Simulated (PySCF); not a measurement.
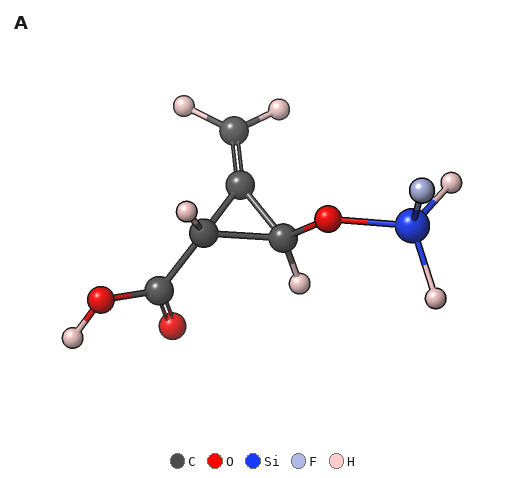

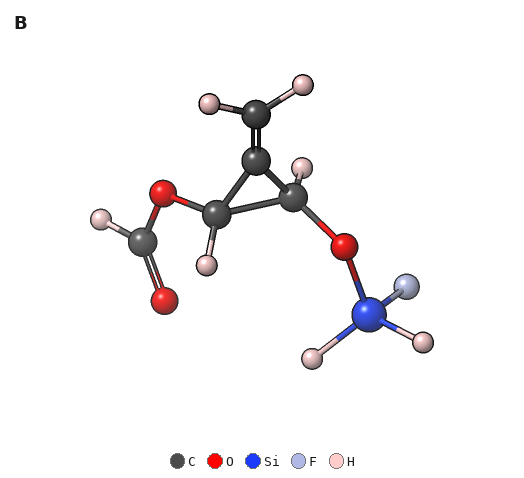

2 stationary structures of one formula. Geometries: GFN2-xTB. Electronic energies: PBE0/pcSseg-1 (PySCF 2.14.0), without zero-point energy. No frequency run is at hand to confirm each as a minimum. Each is one conformer, not always the lowest.

How are they related?

They are constitutional isomers of C5H7FO3Si: A `C=C1[C@@H](C(=O)O)[C@@H]1O[SiH2]F`, B `C=C1[C@@H](OC=O)[C@@H]1O[SiH2]F`.

Which is lowest in energy, and by how much?

A is lowest; B lies 65.1 kJ/mol above it.

The geometry is semi-empirical. Around Si such bond lengths and angles can be off by a tenth of an ångström or more and by several degrees, and values that hang on the shape move with them.
